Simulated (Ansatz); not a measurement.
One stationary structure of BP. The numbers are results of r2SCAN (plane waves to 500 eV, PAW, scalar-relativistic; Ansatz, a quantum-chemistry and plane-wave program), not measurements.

F-43m (No. 216), cF8, zinc blende type; a = b = c = 4.5364 Å, α = β = γ = 90.00°.

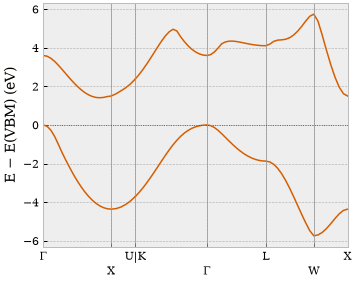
Figure: Highest filled and lowest empty band along the path of this cell's Brillouin zone

### Question
Read off the gap and say whether it is direct.

### Answer
1.41 eV, indirect (valence top at Γ, conduction bottom at 83 % of the way from Γ to X) (no spin-orbit coupling).

### Question
How far does the top valence band disperse along this path?

### Answer
About 5.7 eV.

No spin polarisation in the result.

Measured for BP: a 4.525 Å (static lattice; corrected from measurement; as listed in Daniel Mejia-Rodriguez, S. B. Trickey, Phys. Rev. B (2018)); gap 2 eV (room temperature; as listed in arXiv:1206.3780). Computed minus measured — a: r2SCAN +0.3 %; gap: r2SCAN -0.59 eV. The computed values are for a static lattice, and a measured gap can be an optical one, lowered by exciton binding.

The run could not lose the symmetry of its start; a randomly shaken copy of 4 atoms returns to this structure.
